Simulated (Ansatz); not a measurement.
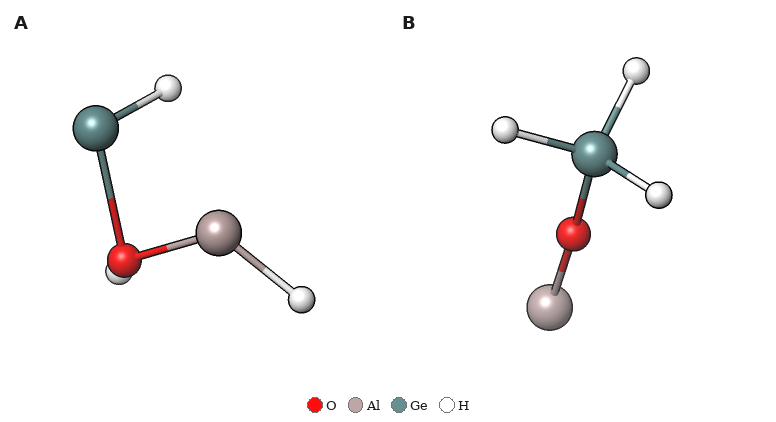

2 stationary structures of one formula. Geometries: PBE-D4/def2-SVP. Electronic energies: PBE-D4/def2-SVP (Ansatz 0.2.0), without zero-point energy. No frequency run is at hand to confirm each as a minimum.

**Rank them by energy, lowest first.**

B is lowest; A lies 27.0 kcal/mol above it (C1).
